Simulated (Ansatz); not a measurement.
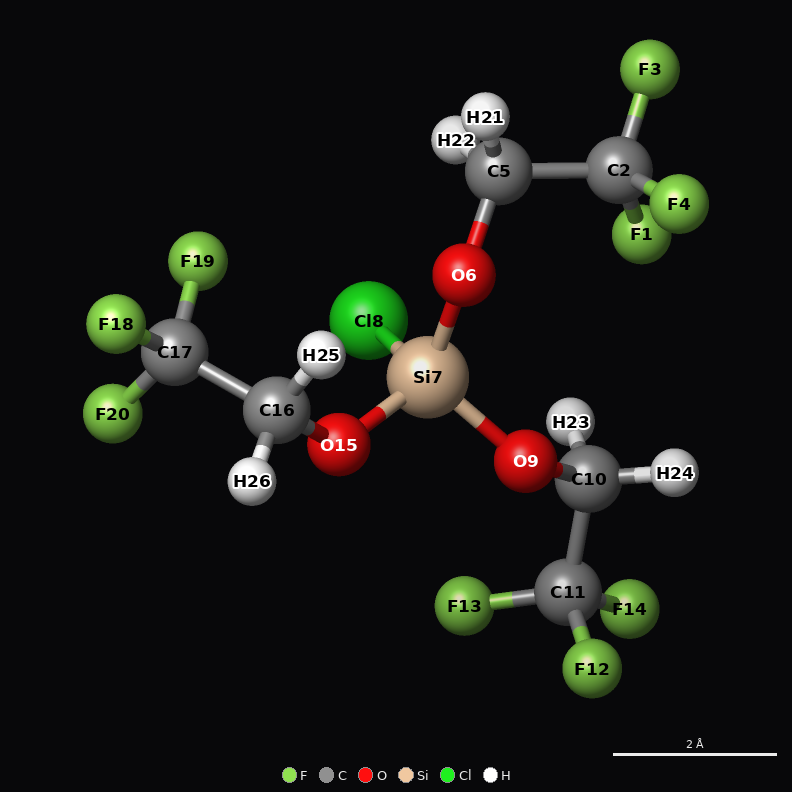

The atoms are numbered. The geometry was computed by an optimisation with PBE0-D4/def2-TZVP. No frequency run is at hand to confirm it as a minimum.

Question: What is the geometry at O6?

Answer: O6 has 2 neighbours (C5 at 1.39, Si7 at 1.63 Å); the arrangement is bent.

Question: Describe the coordination of atom 16.

Answer: C16 has 4 neighbours (O15 at 1.40, C17 at 1.51, H25 at 1.09, H26 at 1.09 Å); the arrangement is tetrahedral.

Question: What is the geometry at O15?

Answer: O15 has 2 neighbours (Si7 at 1.62, C16 at 1.40 Å); the arrangement is bent.

Question: What is the geometry at Si7?

Answer: Si7 has 4 neighbours (O6 at 1.63, Cl8 at 2.04, O9 at 1.61, O15 at 1.62 Å); the arrangement is tetrahedral.

Question: What is the dihedral angle C5–O6–Si7–Cl8?

Answer: 27° in size, that is syn (eclipsed).
